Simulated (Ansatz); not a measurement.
**CH₄O₂Sn (SMILES O=[CH][SnH2][OH]): density, localisation and related maps**

```xyz
8

O    -1.1181   -0.2415   -1.6902
C    -0.4428    0.6285   -1.2142
Sn    0.5402    0.1871    0.7149
O    -0.1141   -1.6411    0.9895
H    -0.3354    1.6026   -1.7433
H    -0.0072    1.1561    2.0099
H     2.2451    0.1436    0.6290
H    -0.6757   -1.8925    0.2485
```

Geometry: PBE0-D4/def2-TZVP; core potentials replace the inner electrons of Sn.

The calculation used Ansatz, RKS PBE0-D4/def2-TZVPP.

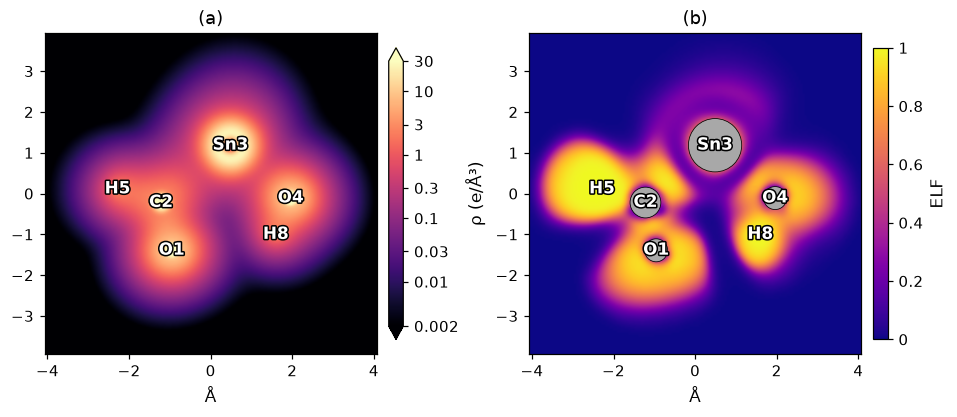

Figure 1. (a) electron density; (b) ELF on the plane of atoms O1, C2 and Sn3. Grey discs cover the atomic cores in the ELF map.

Question: Read the bonding off the picture.

Answer:
- The plane passes through O, C, Sn and H nuclei.
- C–O (1.20 Å): ρ is about 3.5 e/Å³ halfway; the ELF peaks at about 0.85 between the atoms (a multiple bond).
- Sn–O (1.96 Å): ρ at the midpoint is about 0.85 e/Å³; the ELF peaks at about 0.85 in the valence shell of O, 0.6 Å from its nucleus, and drops to about 0.15 between the two atoms.
- C–Sn (2.21 Å): the density is about 0.66 e/Å³ at the midpoint; the ELF peaks at about 0.95 in the valence shell of C, 0.7 Å from its nucleus, and drops to about 0.20 between the two atoms.
- O–H (0.96 Å): ρ at the midpoint is about 3.8 e/Å³; the ELF climbs to about 1 towards the hydrogen, as it does in any bond to H; a covalent bond by its length.
- C–H (1.11 Å): ρ is about 2 e/Å³ halfway; the ELF climbs to about 1 towards the hydrogen (an ordinary covalent bond to hydrogen).
- The ELF also peaks beside O1 and O4, away from the bonds: lone-pair regions.

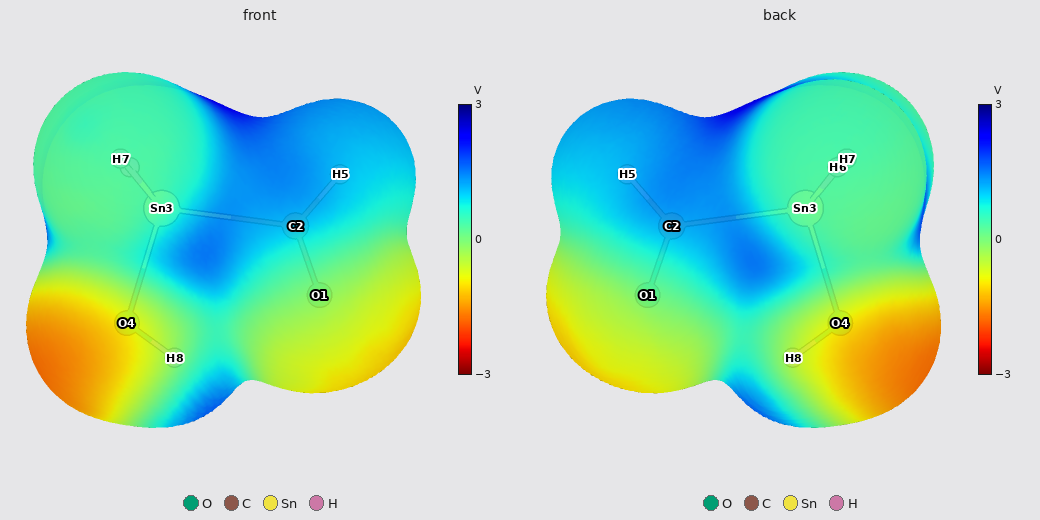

Figure 2. The electrostatic potential painted on the density surface at 0.002 e/bohr³, seen from the front and from behind; red is negative and blue positive.

Question: Describe the electrostatic potential map.

Answer: The most negative region (about −1.7 V, or −39 kcal/mol for a unit charge) lies over O4, the most positive (about +2.4 V, or +55 kcal/mol for a unit charge) over Sn3. O4 is the likeliest acceptor of a hydrogen bond.

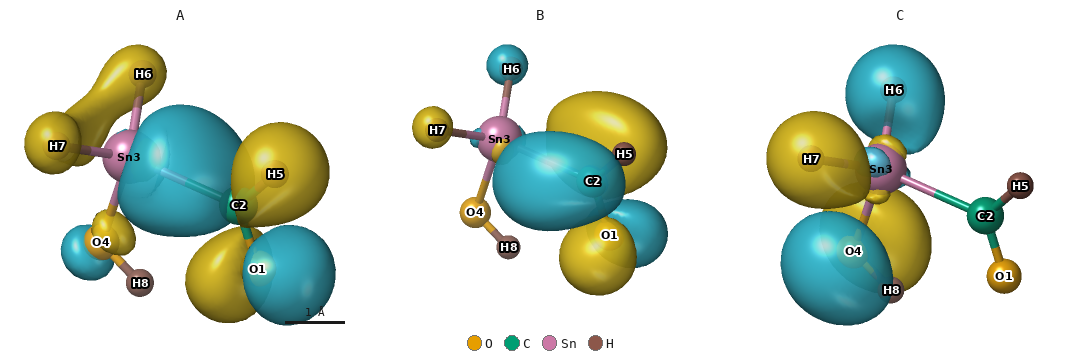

Figure 3. Three frontier orbitals at ±0.1 Å⁻³ᐟ² (yellow and cyan are the two phases), in no order.

Question: Order the three orbitals by energy and name them.

Answer: C is the HOMO−1 (−8.28 eV). It lies mainly on O4 (about 65 %), Sn3 (about 15 %), H7 (about 10 %) and H6 (about 10 %). A is the HOMO (−7.15 eV). Its weight (Hirshfeld) is mainly on O1 (about 40 %), C2 (about 20 %), Sn3 (about 20 %) and H5 (about 10 %). B is the LUMO (−1.79 eV). Its weight (Hirshfeld) is mainly on C2 (about 45 %), O1 (about 30 %) and Sn3 (about 15 %); π-antibonding (π*) across C2–O1.

Question: What is the HOMO–LUMO gap?

Answer: 5.36 eV between the orbital energies.
